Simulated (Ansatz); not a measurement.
GeH3OF: several calculations on one system

**1. Relaxation**

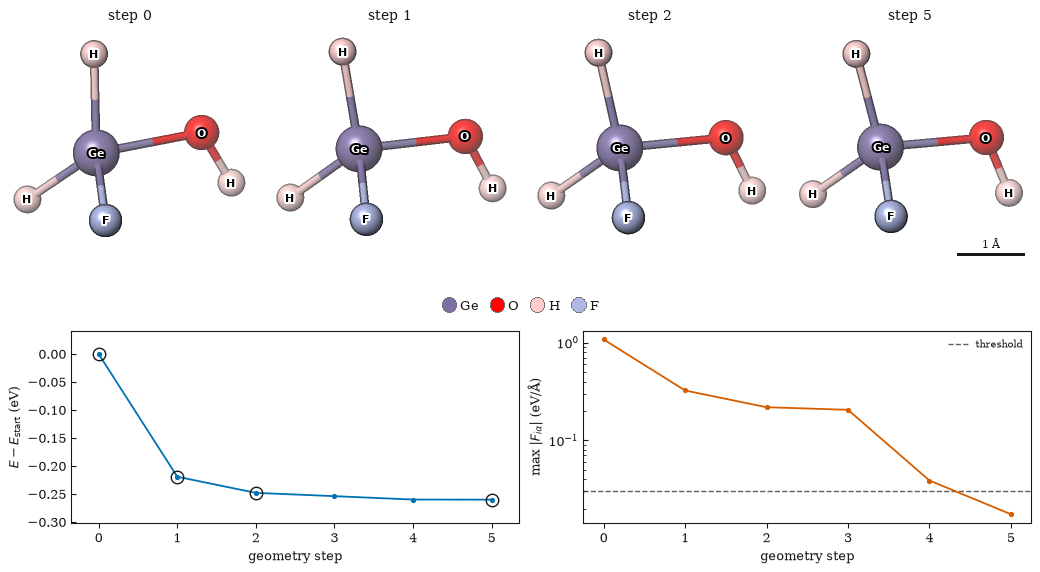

Frames of a relaxation of GeH$_{3}$OF, marked on the history of the run. A ball-and-stick model, seen at a tilt.

The run prepares an end point of a later path (reaction) calculation, from a guessed geometry.

Method: RKS PBE0/def2-SVP in Ansatz. (no spin polarisation; force threshold 0.03 eV/Å; at most 50 steps)

What happens along the run?

Answer. An H atom moves most after the best rigid fit: 0.30 Å. By element the largest moves are H 0.30 Å, O 0.12 Å, F 0.11 Å, Ge 0.11 Å. Near-neighbour distances that change, for instance: Ge–O 1.757 → 1.762 Å, Ge–H 1.532 → 1.537 Å. Bond angles that change, for instance: O–Ge–H 86.6° → 106.0°, H–Ge–H 124.1° → 117.1°, O–Ge–H 117.0° → 112.3°. After 5 geometry steps the energy has fallen by 0.260 eV. Largest force component: 1.1 eV/Å at the start, 0.018 eV/Å at the end. From step 0 to 1: an H atom moves most (0.20 Å), energy −0.219 eV. From step 1 to 2: an H atom moves most (0.07 Å), energy −0.029 eV. From step 2 to 5: an H atom moves most (0.06 Å), energy −0.012 eV.

```csv
step,"E − E(0), eV","largest force component, eV/Å"
0,0.0000,1.0771
1,-0.2189,0.3238
2,-0.2477,0.2183
3,-0.2536,0.2054
4,-0.2597,0.0388
5,-0.2599,0.0175
```

**2. Relaxation**

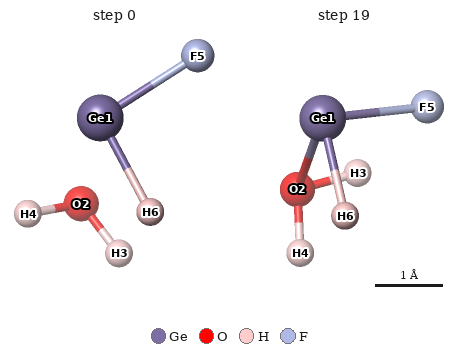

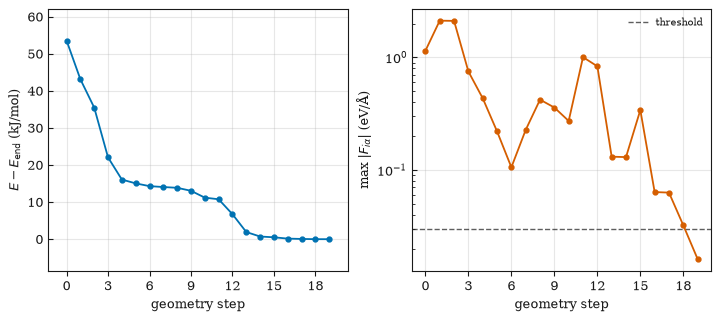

First and last geometry of a relaxation of GeH₃OF, with the history of the run. Style: ball-and-stick. Shown from a free direction.

The run prepares an end point of a later path (reaction) calculation, from a guessed geometry.

These are results of RKS PBE0/def2-SVP (Ansatz 0.2.0), not measurements. Set-up: no spin polarisation; force threshold 0.03 eV/Å; at most 50 steps.

Q: What do the curves and the structures tell?

A: It converged. Over 19 geometry steps the energy falls by 53.6 kJ/mol. The largest force component goes from 1.1 to 0.016 eV/Å. The largest move after the best rigid fit is that of H3, 1.22 Å. By element the largest moves are H 1.22 Å, F 1.11 Å, O 0.62 Å, Ge 0.19 Å. Some distances before and after: Ge1–O2 2.949 → 2.231 Å, Ge1–F5 1.757 → 1.809 Å, O2–H4 0.983 → 0.967 Å, O2–H3 0.965 → 0.977 Å. New bonds form, among them: Ge1–O2 (2.95 → 2.23 Å). Cost: 54 s on 1 thread of Arm Neoverse V1, with other jobs on the host, peak memory 0.16 GiB.

Limits of the set-up: the start holds two separate molecules, 2.8 Å apart at their closest, whose relative position is a soft coordinate and is computed without a dispersion correction.

**3. Path**

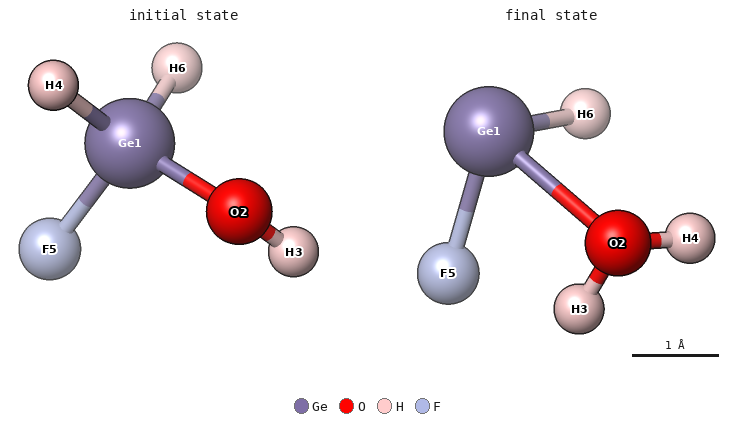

The two relaxed end points of a path for GeH$_{3}$OF. A ball-and-stick model, seen from a free direction.

Theory: RKS PBE0/def2-SVP (Ansatz 0.2.0).

Settings: 7 movable images; climbing image; force threshold 0.05 eV/Å; iteration limit 60.

Start:
```xyz
6

Ge    0.3618   -0.0719    0.0604
O     0.6492   -0.0900    1.7982
H    -0.1532   -0.1865    2.3225
H     1.7339    0.0878   -0.5906
F    -0.5822    1.3445   -0.3065
H    -0.4977   -1.2592   -0.4008
```

End:
```xyz
6

Ge    0.1410    0.5589   -0.7578
O     1.1529    0.0400    1.1616
H     0.3342    0.3033    1.6250
H     1.1909   -0.9213    1.2568
F    -1.1468    0.8709    0.4744
H    -0.1604   -1.0271   -0.8767
```

Question: What barrier does the band find between them, and by what path?

Answer: Forward barrier 60.5 kcal/mol, backward barrier 41.2 kcal/mol, with image 3 at the top; the reaction energy is +19.3 kcal/mol. A hydrogen atom shifts from one atom to another. Breaking: Ge1–H4 (1.53 → 1.62 at the top → 2.71 Å). Forming: O2–H4 (2.63 → 1.41 at the top → 0.97 Å). The band converged in 15 iterations, with a climbing image at the top. At the top, the vibrational analysis gives one imaginary mode (1433i cm⁻¹), as a transition state must have.

Energies of the converged images:

| image | path (Å) | E (kcal/mol) |
| --- | --- | --- |
| 0 | 0.00 | 0.0 |
| 1 | 0.71 | 2.2 |
| 2 | 1.41 | 18.2 |
| 3 | 2.12 | 60.5 |
| 4 | 2.76 | 28.4 |
| 5 | 3.39 | 22.9 |
| 6 | 4.03 | 22.4 |
| 7 | 4.66 | 20.7 |
| 8 | 5.30 | 19.3 |

The geometry at the top of the path:

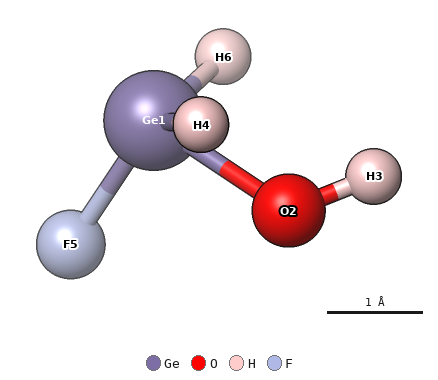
